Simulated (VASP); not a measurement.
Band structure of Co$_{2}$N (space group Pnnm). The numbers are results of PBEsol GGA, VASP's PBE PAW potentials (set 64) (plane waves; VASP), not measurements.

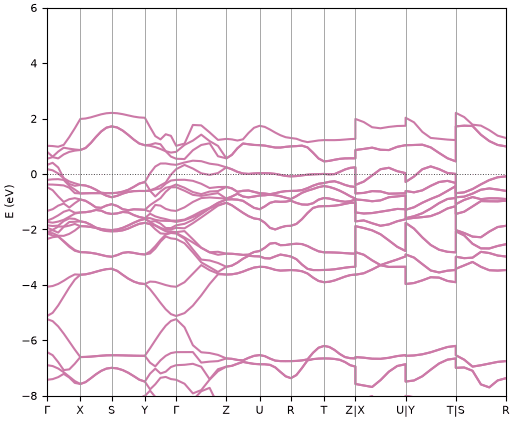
*Bands along high-symmetry lines, zero at the valence-band maximum or, without a gap, the Fermi level*

### Question
Read the plot: is there a gap, and where are the band edges?

### Answer
It has no gap at this level: it comes out as a metal or semimetal. (Edges off the drawn lines would not show.)

The structure comes from a computed database's Co2N entry (Pnnm); how it stands against other phases isn't given here. It was relaxed first. The run is not spin-polarised, so no magnetic state was tried.
